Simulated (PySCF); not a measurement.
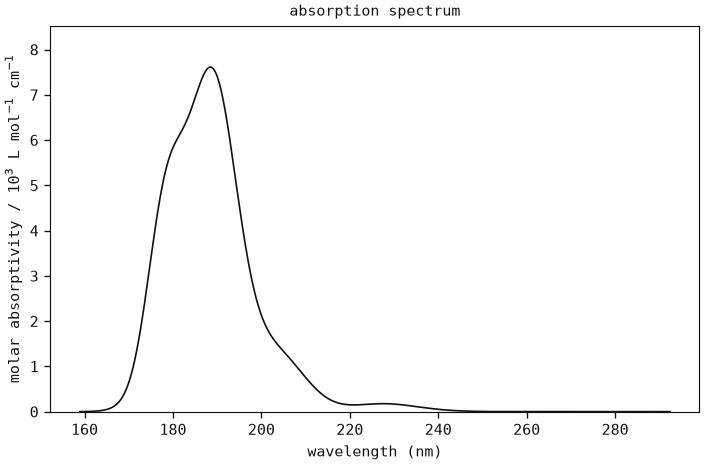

Vertical TDDFT excitations, B3LYP/def2-SVPD in PySCF 2.14.0, at a GFN2-xTB geometry (no frequency check), gas phase. Only the first 8 singlet excitations are included; each is broadened by a Gaussian of 1/e half-width 0.25 eV.

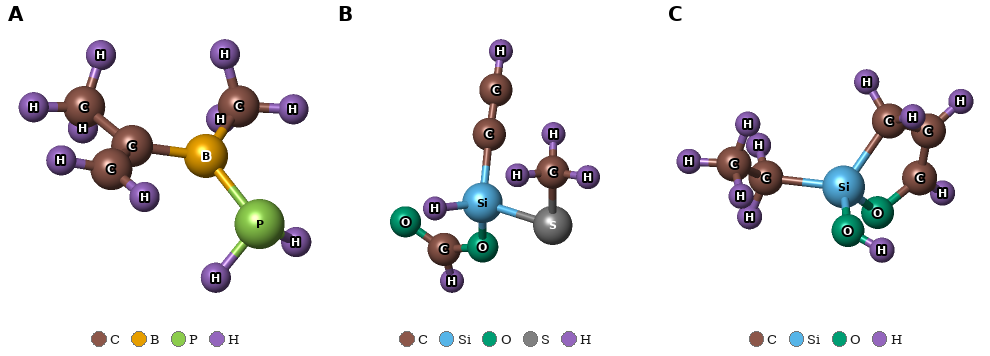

Which molecule gives this spectrum? Choose among the lettered structures.

Answer. Structure C, C₅H₁₀O₂Si, SMILES CC[Si@]1(O)CC=CO1. Its lowest singlet lies at 5.44 eV (f = 0.003) and the brightest of those computed is S4 at 6.55 eV (189 nm), f = 0.104, mixed, the largest part being HOMO → LUMO+1 (41 %).

Caveats: states above the negative HOMO energy depend on the basis; the tight-binding geometry is rougher than a DFT one and adds to the error; one conformer of a flexible molecule; core orbitals are frozen in the response.
